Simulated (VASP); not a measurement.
Band structure of AgW2 (space group I4/mmm). All values below come from PBE GGA, VASP's PBE PAW potentials (set 64) (plane waves; VASP).

Unless said otherwise, spin-orbit coupling is left out, though it shifts the bands of the heavy elements here.

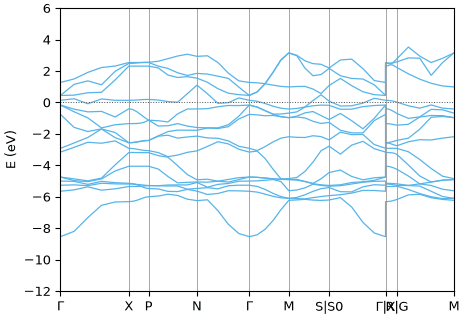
*Bands along high-symmetry lines, zero at the valence-band maximum or, without a gap, the Fermi level*

### Question
Read the plot: is there a gap, and where are the band edges?

### Answer
It has no gap at this level: it comes out as a metal or semimetal.

The structure was generated: AgW2 was put into an ordered model structure, which need not be its known phase. The cell was not relaxed at this level. The k-mesh is coarse (spacing up to 0.37 per Å, 2π included), so the numbers may not be converged in it. The electron count is odd and the run is not spin-polarised, which forces a metal.
